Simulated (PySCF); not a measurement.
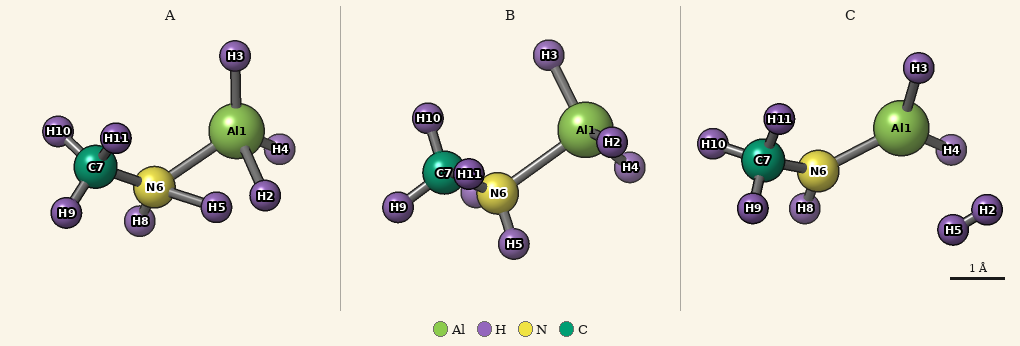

Three geometries of CH₈AlN: a saddle point and the two minima that it joins, in shuffled order. The picture is a ball-and-stick view, seen at a tilt. Sticks join atoms that are closer than about 1.2 times the sum of their covalent radii (a little more with hydrogen).

Stationary points at PBE0-D4/def2-TZVP, single-point energies with CCSD(T)/CBS, CCSD(T), PBE0-D4, PBE-D4 (def2-TZVPP where no basis is named; PySCF 2.14.0). The energies are electronic, without zero-point or thermal terms, and both ends are the minima reached downhill from the saddle, with any fragments still in contact. CCSD(T)/CBS stands for a frozen-core estimate: MP2 correlation extrapolated from def2-TZVPP and def2-QZVPP, CCSD(T) minus MP2 from the smaller set.

Question: Which frame is the transition state, what reaction does it lead through, and what barrier is to be expected?

Answer: Frame A is the saddle point. Counted by bonded pieces, B holds CH₈AlN and C holds CH₆AlN + H₂. From B over the saddle to C, a bond forms: H2–H5 (2.98 → 0.98 → 0.75 Å). Bonds break: Al1–H2 (1.61 → 1.83 → 2.76 Å), H5–N6 (1.02 → 1.44 → 3.12 Å). Bonds that stay but change much: Al1–N6 (2.05 → 1.89 → 1.77 Å). The saddle has one imaginary mode, 1197i cm⁻¹. With CCSD(T)/CBS the barrier is 142.3 kJ/mol from B and 89.3 kJ/mol from C, and C lies 53.0 kJ/mol above B.

```csv
level,barrier from B (kJ/mol),barrier from C (kJ/mol),C less B (kJ/mol)
CCSD(T)/CBS,142.3,89.3,53.0
CCSD(T),146.9,90.4,56.5
PBE0-D4,131.9,71.6,60.3
PBE-D4,116.3,65.8,50.5
```

Against CCSD(T)/CBS, CCSD(T) comes closest on the barrier from B (+4.6 kJ/mol) and PBE-D4 misses most (−25.9 kJ/mol).
